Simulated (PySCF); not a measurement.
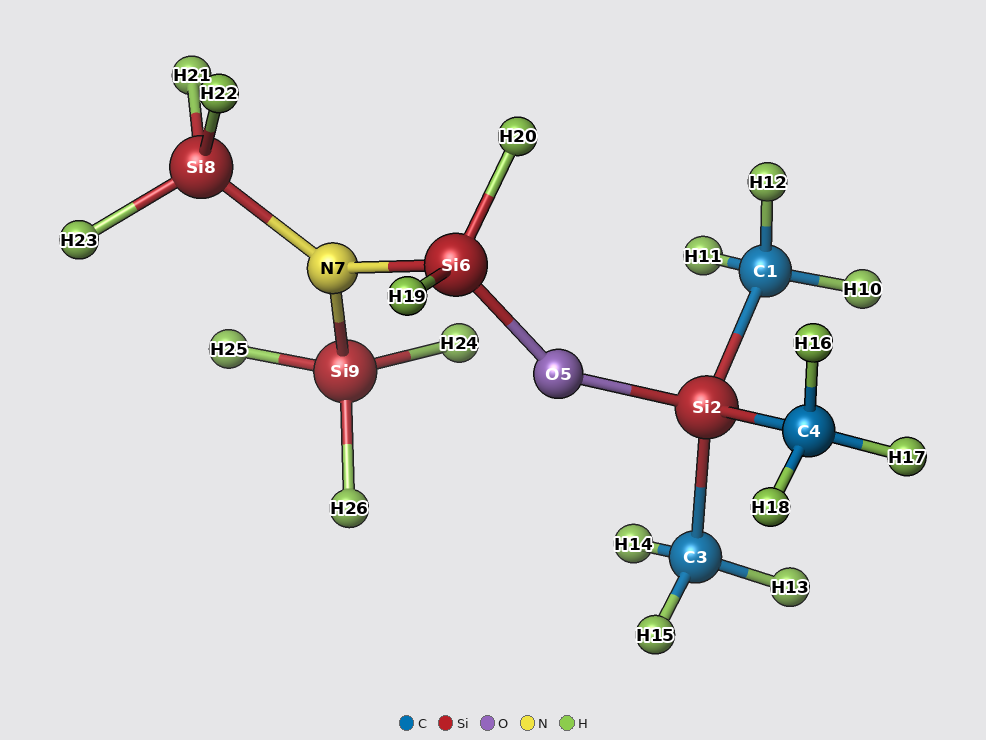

The computed structure is the end point of a PBE0-D3(BJ)/def2-SVP optimisation. No frequency run is at hand to confirm it as a minimum. Electric field gradients from the ground-state density, PBE0/pcSseg-1 (PySCF 2.14.0), non-relativistic apart from any core potentials.

Give the largest field-gradient component, the quadrupole coupling constant and the asymmetry for 17O at O5 (Q = −25.6 mb), 14N at N7 (Q = 20.44 mb), 2H at H10 (Q = 2.86 mb), 2H at H11 (Q = 2.86 mb), 2H at H12 (Q = 2.86 mb), 2H at H13 (Q = 2.86 mb).

| atom | V_zz (a.u.) | e²qQ/h (MHz) | η |
| --- | --- | --- | --- |
| O5 | 1.076 | −6.47 | 0.16 |
| N7 | −0.609 | −2.92 | 0.13 |
| H10 | 0.298 | 0.200 | 0.01 |
| H11 | 0.297 | 0.200 | 0.02 |
| H12 | 0.298 | 0.200 | 0.02 |
| H13 | 0.298 | 0.200 | 0.01 |
